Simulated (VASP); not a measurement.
# Driving VASP from ASE on YS, part 2 of 4

Do ASE scripts that read YS from different structure formats give one answer, and do several routes find one equilibrium volume? All runs use r2SCAN. Left out of this account: 1 further run (self-consistent run: a reference on another mesh). The start is a cell from a database of measured crystal structures.

VASP 6.6.1, plane waves and PAW; the level of theory is named at each step.

So far. Step 2 (Self-consistent run (r2SCAN, through ASE)): The pressure is 2.07 GPa and the largest force 0.000 eV/Å, so the cell is not at a minimum at these settings.

## 3. Self-consistent run (r2SCAN, through ASE), try 2

Level of this step: r2SCAN; plane waves and PAW (Y_sv, S) (VASP).

System of this step: YS. The structure is cubic, space group Fm-3m (No. 225). Conventional cell: a = 5.487 Å, b = 5.487 Å, c = 5.487 Å, α = 90.00°, β = 90.00°, γ = 90.00°. Nearest to Y lie 6 S at 2.74 Å. Nearest to S lie 6 Y at 2.74 Å. Farther neighbours and most contacts between anions are not listed.

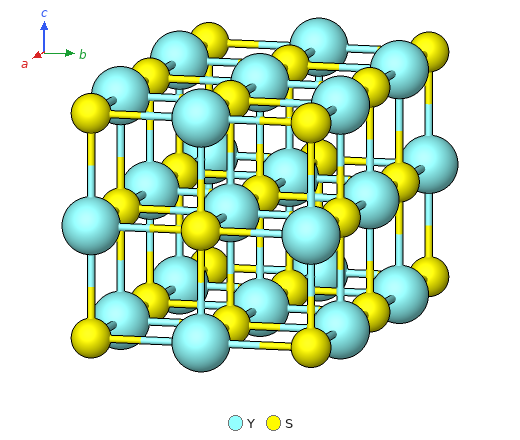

The cell of this step (yttrium light teal, sulfur yellow). 2×1×1 cells are drawn. Some periodic images of atoms are drawn too.

The single point through ASE, with the structure read from a CIF with its space group. The file expands to the conventional cell of 8 atoms, on a 4×4×4 mesh.

The input, run.py:

```python
import numpy as np
from ase.calculators.vasp import Vasp
from ase.io import read
from ase.dft.bandgap import bandgap

atoms = read('YS.cif')

calc = Vasp(
    xc='r2scan',
    pp='PBE',
    prec='Accurate',
    encut=400,
    ediff=1e-06,
    nelm=100,
    ismear=-1,
    sigma=0.05,
    lreal=False,
    algo='Normal',
    lasph=True,
    nbands=42,
    lorbit=11,
    lwave=False,
    lcharg=False,
    kpar=2,
    isif=2,
    pp_version='64',
    setups={'Y': '_sv', 'S': ''},
    kpts=(4, 4, 4),
    gamma=True,
    txt='vasp.out',
)
atoms.calc = calc

print("energy (eV):", round(atoms.get_potential_energy(), 6))
print("Fermi level (eV):", round(calc.get_fermi_level(), 4))
print("forces (eV/A):")
print(np.round(atoms.get_forces(), 4))
print("stress (GPa, Voigt, tension positive):", np.round(atoms.get_stress() * 160.21766, 3))
gap, p1, p2 = bandgap(calc, direct=False)
print("gap on the mesh (eV):", round(gap, 4))
```

The input, YS.cif:

```cif
data_YS
_cell_length_a 5.48730000
_cell_length_b 5.48730000
_cell_length_c 5.48730000
_cell_angle_alpha 90.00000000
_cell_angle_beta 90.00000000
_cell_angle_gamma 90.00000000
_space_group_name_H-M_alt 'Fm-3m'
_space_group_name_Hall '-F 4 2 3'
_space_group_IT_number 225
loop_
_space_group_symop_operation_xyz
'x,y,z'
'-x,-y,-z'
'-y,x,z'
'y,-x,-z'
'-x,-y,z'
'x,y,-z'
'y,-x,z'
'-y,x,-z'
'x,-y,-z'
'-x,y,z'
'-y,-x,-z'
'y,x,z'
'-x,y,-z'
'x,-y,z'
'y,x,-z'
'-y,-x,z'
'z,x,y'
'-z,-x,-y'
'z,-y,x'
'-z,y,-x'
'z,-x,-y'
'-z,x,y'
'z,y,-x'
'-z,-y,x'
'-z,x,-y'
'z,-x,y'
'-z,-y,-x'
'z,y,x'
'-z,-x,y'
'z,x,-y'
'-z,y,x'
'z,-y,-x'
'y,z,x'
'-y,-z,-x'
'x,z,-y'
'-x,-z,y'
'-y,z,-x'
'y,-z,x'
'-x,z,y'
'x,-z,-y'
'-y,-z,x'
'y,z,-x'
'-x,-z,-y'
'x,z,y'
'y,-z,-x'
'-y,z,x'
'x,-z,y'
'-x,z,-y'
'x,y+1/2,z+1/2'
'-x,-y+1/2,-z+1/2'
'-y,x+1/2,z+1/2'
'y,-x+1/2,-z+1/2'
'-x,-y+1/2,z+1/2'
'x,y+1/2,-z+1/2'
'y,-x+1/2,z+1/2'
'-y,x+1/2,-z+1/2'
'x,-y+1/2,-z+1/2'
'-x,y+1/2,z+1/2'
'-y,-x+1/2,-z+1/2'
'y,x+1/2,z+1/2'
'-x,y+1/2,-z+1/2'
'x,-y+1/2,z+1/2'
'y,x+1/2,-z+1/2'
'-y,-x+1/2,z+1/2'
'z,x+1/2,y+1/2'
'-z,-x+1/2,-y+1/2'
'z,-y+1/2,x+1/2'
'-z,y+1/2,-x+1/2'
'z,-x+1/2,-y+1/2'
'-z,x+1/2,y+1/2'
'z,y+1/2,-x+1/2'
'-z,-y+1/2,x+1/2'
'-z,x+1/2,-y+1/2'
'z,-x+1/2,y+1/2'
'-z,-y+1/2,-x+1/2'
'z,y+1/2,x+1/2'
'-z,-x+1/2,y+1/2'
'z,x+1/2,-y+1/2'
'-z,y+1/2,x+1/2'
'z,-y+1/2,-x+1/2'
'y,z+1/2,x+1/2'
'-y,-z+1/2,-x+1/2'
'x,z+1/2,-y+1/2'
'-x,-z+1/2,y+1/2'
'-y,z+1/2,-x+1/2'
'y,-z+1/2,x+1/2'
'-x,z+1/2,y+1/2'
'x,-z+1/2,-y+1/2'
'-y,-z+1/2,x+1/2'
'y,z+1/2,-x+1/2'
'-x,-z+1/2,-y+1/2'
'x,z+1/2,y+1/2'
'y,-z+1/2,-x+1/2'
'-y,z+1/2,x+1/2'
'x,-z+1/2,y+1/2'
'-x,z+1/2,-y+1/2'
'x+1/2,y,z+1/2'
'-x+1/2,-y,-z+1/2'
'-y+1/2,x,z+1/2'
'y+1/2,-x,-z+1/2'
'-x+1/2,-y,z+1/2'
'x+1/2,y,-z+1/2'
'y+1/2,-x,z+1/2'
'-y+1/2,x,-z+1/2'
'x+1/2,-y,-z+1/2'
'-x+1/2,y,z+1/2'
'-y+1/2,-x,-z+1/2'
'y+1/2,x,z+1/2'
'-x+1/2,y,-z+1/2'
'x+1/2,-y,z+1/2'
'y+1/2,x,-z+1/2'
'-y+1/2,-x,z+1/2'
'z+1/2,x,y+1/2'
'-z+1/2,-x,-y+1/2'
'z+1/2,-y,x+1/2'
'-z+1/2,y,-x+1/2'
'z+1/2,-x,-y+1/2'
'-z+1/2,x,y+1/2'
'z+1/2,y,-x+1/2'
'-z+1/2,-y,x+1/2'
'-z+1/2,x,-y+1/2'
'z+1/2,-x,y+1/2'
'-z+1/2,-y,-x+1/2'
'z+1/2,y,x+1/2'
'-z+1/2,-x,y+1/2'
'z+1/2,x,-y+1/2'
'-z+1/2,y,x+1/2'
'z+1/2,-y,-x+1/2'
'y+1/2,z,x+1/2'
'-y+1/2,-z,-x+1/2'
'x+1/2,z,-y+1/2'
'-x+1/2,-z,y+1/2'
'-y+1/2,z,-x+1/2'
'y+1/2,-z,x+1/2'
'-x+1/2,z,y+1/2'
'x+1/2,-z,-y+1/2'
'-y+1/2,-z,x+1/2'
'y+1/2,z,-x+1/2'
'-x+1/2,-z,-y+1/2'
'x+1/2,z,y+1/2'
'y+1/2,-z,-x+1/2'
'-y+1/2,z,x+1/2'
'x+1/2,-z,y+1/2'
'-x+1/2,z,-y+1/2'
'x+1/2,y+1/2,z'
'-x+1/2,-y+1/2,-z'
'-y+1/2,x+1/2,z'
'y+1/2,-x+1/2,-z'
'-x+1/2,-y+1/2,z'
'x+1/2,y+1/2,-z'
'y+1/2,-x+1/2,z'
'-y+1/2,x+1/2,-z'
'x+1/2,-y+1/2,-z'
'-x+1/2,y+1/2,z'
'-y+1/2,-x+1/2,-z'
'y+1/2,x+1/2,z'
'-x+1/2,y+1/2,-z'
'x+1/2,-y+1/2,z'
'y+1/2,x+1/2,-z'
'-y+1/2,-x+1/2,z'
'z+1/2,x+1/2,y'
'-z+1/2,-x+1/2,-y'
'z+1/2,-y+1/2,x'
'-z+1/2,y+1/2,-x'
'z+1/2,-x+1/2,-y'
'-z+1/2,x+1/2,y'
'z+1/2,y+1/2,-x'
'-z+1/2,-y+1/2,x'
'-z+1/2,x+1/2,-y'
'z+1/2,-x+1/2,y'
'-z+1/2,-y+1/2,-x'
'z+1/2,y+1/2,x'
'-z+1/2,-x+1/2,y'
'z+1/2,x+1/2,-y'
'-z+1/2,y+1/2,x'
'z+1/2,-y+1/2,-x'
'y+1/2,z+1/2,x'
'-y+1/2,-z+1/2,-x'
'x+1/2,z+1/2,-y'
'-x+1/2,-z+1/2,y'
'-y+1/2,z+1/2,-x'
'y+1/2,-z+1/2,x'
'-x+1/2,z+1/2,y'
'x+1/2,-z+1/2,-y'
'-y+1/2,-z+1/2,x'
'y+1/2,z+1/2,-x'
'-x+1/2,-z+1/2,-y'
'x+1/2,z+1/2,y'
'y+1/2,-z+1/2,-x'
'-y+1/2,z+1/2,x'
'x+1/2,-z+1/2,y'
'-x+1/2,z+1/2,-y'
loop_
_atom_site_label
_atom_site_type_symbol
_atom_site_symmetry_multiplicity
_atom_site_Wyckoff_symbol
_atom_site_fract_x
_atom_site_fract_y
_atom_site_fract_z
_atom_site_occupancy
Y1 Y 4 b 0.5000000000 0.0000000000 0.0000000000 1
S1 S 4 a 0.0000000000 0.0000000000 0.0000000000 1
```

PAW data sets: Y_sv and S (PBE family, release 64).

On the command line:

```sh
> export ASE_VASP_COMMAND="mpirun -np 2 vasp_std"
> python run.py
```

Log:

```text
energy (eV): -131.436146
Fermi level (eV): 7.1025
forces (eV/A):
[[ 0.  0.  0.]
 [ 0. -0. -0.]
 [ 0. -0.  0.]
 [ 0.  0.  0.]
 [ 0. -0.  0.]
 [-0. -0. -0.]
 [ 0. -0. -0.]
 [-0. -0.  0.]]
stress (GPa, Voigt, tension positive): [-2.015 -2.015 -2.015 -0.     0.    -0.   ]
gap on the mesh (eV): 0.0
```

Elapsed: 60 s, on 2 MPI ranks of Intel Xeon Platinum 8488C (Sapphire Rapids), shared host; peak memory 0.45 GiB.

ASE turned this into the INCAR:

```
ENCUT = 400.000000
SIGMA = 0.050000
EDIFF = 1.00e-06
ALGO = Normal
METAGGA = R2SCAN
PREC = Accurate
ISIF = 2
ISMEAR = -1
KPAR = 2
LORBIT = 11
NBANDS = 42
NELM = 100
LASPH = .TRUE.
LCHARG = .FALSE.
LWAVE = .FALSE.
LREAL = .FALSE.
```

The KPOINTS that ASE wrote:

```
KPOINTS created by Atomic Simulation Environment
0
Gamma
4 4 4
0 0 0
```

VASP's own log, vasp.out:

```text
[banner, memory and clock lines left out]
running    2 mpi-ranks, on    1 nodes
 distrk:  each k-point on    1 cores,    2 groups
 distr:  one band on    1 cores,    1 groups

 POSCAR found type information on POSCAR Y S
 POSCAR found :  2 types and       8 ions
 [... a notice as in an earlier step ...]

 LDA part: xc-table for (None), standard interpolation
 POSCAR, INCAR and KPOINTS ok, starting setup
 FFT: planning ... GRIDC
 FFT: planning ... GRID_SOFT
 FFT: planning ... GRID
 WAVECAR not read
 entering main loop
       N       E                     dE             d eps       ncg     rms          rms(c)
DAV:   1     0.290007979098E+03    0.29001E+03   -0.29700E+04   840   0.132E+03
DAV:   2    -0.114570139724E+03   -0.40458E+03   -0.39333E+03  1044   0.332E+02
DAV:   3    -0.148467462594E+03   -0.33897E+02   -0.33644E+02  1218   0.712E+01
DAV:   4    -0.151261443200E+03   -0.27940E+01   -0.27882E+01  1320   0.182E+01
DAV:   5    -0.151343423116E+03   -0.81980E-01   -0.81942E-01  1206   0.300E+00    0.549E+01
DAV:   6    -0.131676358732E+03    0.19667E+02   -0.10541E+01  1088   0.155E+01    0.356E+01
DAV:   7    -0.131599888659E+03    0.76470E-01   -0.65676E+00  1004   0.102E+01    0.114E+01
DAV:   8    -0.131459272582E+03    0.14062E+00   -0.96202E-01   942   0.358E+00    0.239E+00
DAV:   9    -0.131449706223E+03    0.95664E-02   -0.12264E-01  1080   0.145E+00    0.505E-01
DAV:  10    -0.131449850214E+03   -0.14399E-03   -0.50611E-03  1054   0.316E-01    0.379E-01
DAV:  11    -0.131449989292E+03   -0.13908E-03   -0.63443E-04  1132   0.138E-01    0.484E-02
DAV:  12    -0.131449994336E+03   -0.50433E-05   -0.40683E-05  1124   0.296E-02    0.323E-02
DAV:  14    -0.131450001637E+03   -0.15489E-05   -0.51887E-06   876   0.124E-02    0.110E-02
DAV:  15    -0.131450001156E+03    0.48151E-06   -0.35991E-07   632   0.328E-03
   1 F= -.13145000E+03 E0= -.13143615E+03  d E =-.277109E-01
```

OUTCAR, selected parts (step 3):

```text
  LATTYP: Found a simple cubic cell.
 ALAT       =     5.4873000000

The static configuration has the point symmetry O_h .

 Found     10 irreducible k-points:

   k-points           NKPTS =     10   k-points in BZ     NKDIM =     10   number of bands    NBANDS=     42

   dimension x,y,z NGX =    36 NGY =   36 NGZ =   36
   dimension x,y,z NGXF=    72 NGYF=   72 NGZF=   72

   ENCUT  =  400.0 eV  29.40 Ry    5.42 a.u.   8.95  8.95  8.95*2*pi/ulx,y,z

   NELECT =      68.0000    total number of electrons

 E-fermi :   7.1025

 k-point     1 :       0.0000    0.0000    0.0000
  band No.  band energies     occupation
    ...
     34       4.7204      2.00000
     35       4.7204      2.00000
     36       6.9364      1.93047
     37       6.9364      1.93047
     38       6.9364      1.93047
     39       7.8100      0.00000
     40       7.8100      0.00000
     41       8.8357      0.00000
     42       9.0807      0.00000

 k-point     2 :       0.2500    0.0000    0.0000
  band No.  band energies     occupation
    ...
     32       2.9479      2.00000
     33       4.9571      2.00000
     34       5.8190      2.00000
     35       5.8190      2.00000
     36       6.4740      1.99999
     37       7.7472      0.00001
     38       7.7472      0.00001
     39       7.9684      0.00000
     40       8.5747      0.00000
     41       8.8601      0.00000
    ...

  Total        2.0776302      2.0776302      2.0776302      0.0000000     -0.0000000     -0.0000000
  in kB       20.1466439     20.1466439     20.1466439      0.0000000     -0.0000000     -0.0000000
  external PRESSURE =      20.1466439 kB  Pullay stress =       0.0000000 kB

  energy-cutoff  :      400.00
  volume of cell :      165.23
      direct lattice vectors                 reciprocal lattice vectors
     5.487300000  0.000000000  0.000000000     0.182238988  0.000000000  0.000000000
     0.000000000  5.487300000  0.000000000     0.000000000  0.182238988  0.000000000
     0.000000000  0.000000000  5.487300000     0.000000000  0.000000000  0.182238988

 POSITION                                       TOTAL-FORCE (eV/Angst)
 -----------------------------------------------------------------------------------
      2.74365      0.00000      0.00000         0.000000      0.000000      0.000000
      0.00000      2.74365      0.00000         0.000000     -0.000000     -0.000000
      0.00000      0.00000      2.74365         0.000000     -0.000000      0.000000
      2.74365      2.74365      2.74365         0.000000      0.000000      0.000000
      0.00000      0.00000      0.00000         0.000000     -0.000000      0.000000
      0.00000      2.74365      2.74365        -0.000000     -0.000000     -0.000000
      2.74365      0.00000      2.74365         0.000000     -0.000000     -0.000000
      2.74365      2.74365      0.00000        -0.000000     -0.000000      0.000000
 -----------------------------------------------------------------------------------
    total drift:                                0.000000     -0.000000     -0.000000

  FREE ENERGIE OF THE ION-ELECTRON SYSTEM (eV)
  ---------------------------------------------------
  free  energy   TOTEN  =      -131.4500011559 eV

  energy  without entropy=     -131.4222902416  energy(sigma->0) =     -131.43614570

 total charge
# of ion       s       p       d       f       tot
--------------------------------------------------
    1        2.140   6.331   1.091   0.066   9.628
    2        2.140   6.331   1.091   0.066   9.628
    3        2.140   6.331   1.091   0.066   9.628
    4        2.140   6.331   1.091   0.066   9.628
    5        1.301   2.512   0.000   0.000   3.813
    6        1.301   2.512   0.000   0.000   3.813
    7        1.301   2.512   0.000   0.000   3.813
    8        1.301   2.512   0.000   0.000   3.813
--------------------------------------------------
tot         13.763  35.370   4.365   0.264  53.762

[... 1 part as in an earlier step ...]

[... 7 further parts left out ...]
```

The k-mesh is coarse for a metal. At this level the cell is under a pressure of 2.0 GPa, so at these settings it is away from equilibrium.

Numbers from this step:

```
SCF cycles              : 15
electrons               : 68
bands                   : 42
irreducible k-points    : 10
free energy (TOTEN)     : -131.4500 eV
energy at zero smearing : -131.4361 eV
Fermi energy            : 7.103 eV
pressure                : 2.015 GPa
```

The energy lies -12.72 meV an atom from the first script, since this cell and mesh sample the zone at other points.

(Part 2 of 4 ends here.)

[Lines on the potential files, build, host, timing and source positions are cut from VASP's logs without a mark.]

[Logs are printed without paths, hosts, clocks, repeated set-up lines and the standing remarks that a program may print on its own settings, such as how far it seeks lower states.]

[Hosts, paths, dates, database ids (printed as entryN), source tags and the programs' standing remarks are cut or masked in the printed files.]

[A measured line is paired with the nearest computed mode of its activity, which favours agreement.]
